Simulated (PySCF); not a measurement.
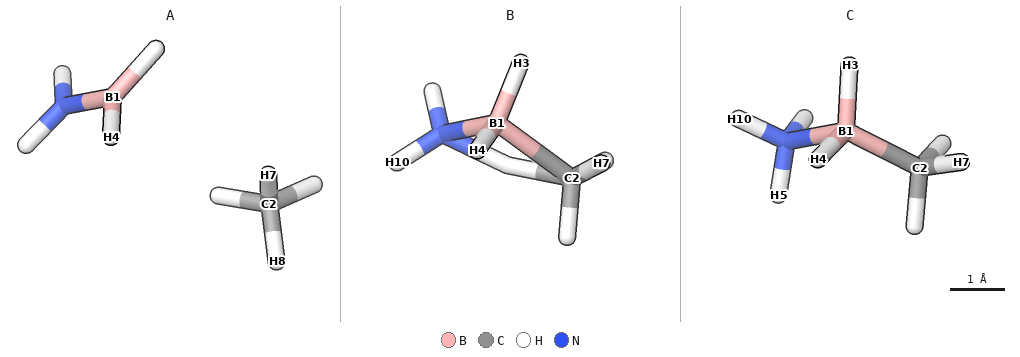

Three geometries of CH8BN: a saddle point and the two minima that it joins, in shuffled order. Style: stick. Shown from a free direction. Sticks join atoms that are closer than about 1.2 times the sum of their covalent radii (a little more with hydrogen).

Stationary points at PBE0-D4/def2-TZVP, single-point energies with CCSD(T)/CBS, CCSD(T), PBE-D4, wB97M-V, r2SCAN-D4, PBE0-D4 (def2-TZVPP where no basis is named; PySCF 2.14.0). The energies are electronic, without zero-point or thermal terms, and both ends are the minima reached downhill from the saddle, with any fragments still in contact. CCSD(T)/CBS stands for a frozen-core estimate: MP2 correlation extrapolated from def2-TZVPP and def2-QZVPP, CCSD(T) minus MP2 from the smaller set.

### Which frame is the transition state, what reaction does it lead through, and what barrier is to be expected?

Frame B is the saddle point. Counted by bonded pieces, C holds CH₅B + NH₃ and A holds BH₄N + CH₄. From C over the saddle to A, bonds form: B–N (1.65 → 1.57 → 1.39 Å), C–H (2.82 → 1.36 → 1.09 Å). Bonds break: B–C (1.61 → 1.83 → 3.64 Å), H–N (1.02 → 1.35 → 3.34 Å). The saddle has one imaginary mode, 1412i cm⁻¹. With CCSD(T)/CBS the barrier is 43.8 kcal/mol from C and 53.4 kcal/mol from A, and A lies 9.6 kcal/mol below C.

```csv
level,barrier from C (kcal/mol),barrier from A (kcal/mol),A less C (kcal/mol)
CCSD(T)/CBS,43.8,53.4,−9.6
CCSD(T),44.8,54.3,−9.6
PBE-D4,37.5,45.3,−7.8
wB97M-V,42.9,52.7,−9.8
r2SCAN-D4,40.0,48.9,−8.8
PBE0-D4,40.8,47.9,−7.2
```

Against CCSD(T)/CBS, wB97M-V comes closest on the barrier from C (−0.9 kcal/mol) and PBE-D4 misses most (−6.3 kcal/mol).
